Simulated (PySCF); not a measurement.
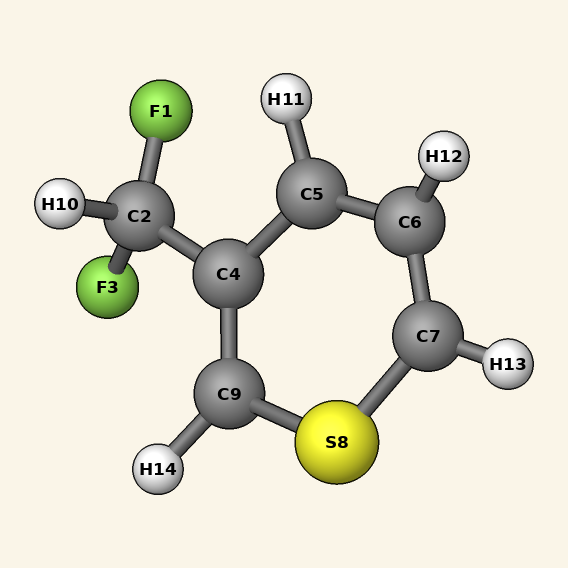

Charge +1, singlet. Geometry: a frame of a GFN2-xTB molecular-dynamics simulation, not a minimum. Level of theory: GIAO PBE0/pcSseg-1 NMR shielding, non-relativistic, gas phase (PySCF 2.14.0). Principal shieldings σ11 ≤ σ22 ≤ σ33, span Ω = σ33 − σ11, skew κ = 3(σiso − σ22)/Ω.

Give the shielding tensors of the F atoms.

```tsv
atom	σ11	σ22	σ33	σiso	Ω	κ
F1	254.6	328.3	393.2	325.4	138.6	−0.06
F3	230.7	327.7	383.1	313.8	152.3	−0.27
```

Shieldings and span in ppm.
